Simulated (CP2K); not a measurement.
Band structure of AgI (F-43m, 2 atoms in the cell).

```yaml
crystal:
  lattice:
    - [4.59619, 0.00000, 0.00000]
    - [2.29810, 3.98042, 0.00000]
    - [2.29810, 1.32681, 3.75278]
  atoms:
    - { symbol: Ag, position: [0.00000, 0.00000, 0.00000] }
    - { symbol: I, position: [0.25000, 0.25000, 0.25000] }
```

Method: PBE, GPW, TZVP-MOLOPT-SR-GTH basis, GTH-PBE potentials (GTH_POTENTIALS) run with CP2K.

Settings: CUTOFF = 500 Ry; REL_CUTOFF = 40 Ry; SMEAR/METHOD = FERMI_DIRAC; ELECTRONIC_TEMPERATURE = 580.23 K; KPOINTS/SCHEME = MONKHORST-PACK 9 9 9; XC_FUNCTIONAL = PBE; Ag/BASIS_SET = TZVP-MOLOPT-SR-GTH; Ag/POTENTIAL = GTH-PBE-q11; I/BASIS_SET = TZVP-MOLOPT-SR-GTH; I/POTENTIAL = GTH-PBE-q7; METHOD = GPW; EPS_DEFAULT = 1e-10; EXTRAPOLATION = USE_GUESS; NGRIDS = 5.

The starting cell has typed, rounded lattice constants, without a prior relaxation at this level. Spin-orbit coupling is off. Values carry the incompleteness of an atom-centred basis.

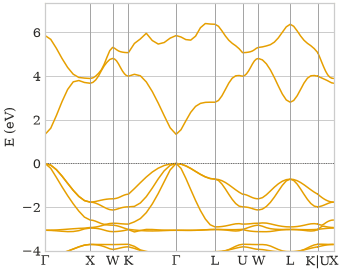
*Bands along the path, energies from the top of the valence band on the SCF mesh.*

**Question.** Read off roughly the gap and where its edges lie.

**Answer.** The gap along the path is about 1.3 eV (computed: 1.33 eV), direct at Γ to within 0.01 eV.

Levels in eV from the top of the valence band on the SCF mesh, bands 6 to 10:
```json
[
 {"point": "Γ", "6": "-3.06", "7": "0.00", "8": "0.00", "9": "0.00", "10": "1.33"},
 {"point": "X", "6": "-2.93", "7": "-2.59", "8": "-1.77", "9": "-1.77", "10": "3.67"},
 {"point": "W", "6": "-2.82", "7": "-2.74", "8": "-2.13", "9": "-1.62", "10": "4.81"},
 {"point": "K", "6": "-3.01", "7": "-2.77", "8": "-1.99", "9": "-1.41", "10": "4.00"},
 {"point": "L", "6": "-3.02", "7": "-2.90", "8": "-0.72", "9": "-0.72", "10": "2.80"},
 {"point": "U", "6": "-3.01", "7": "-2.77", "8": "-1.99", "9": "-1.41", "10": "4.00"}
]
```

Higher empty bands are left out: an atom-centred basis made for the valence describes them poorly.
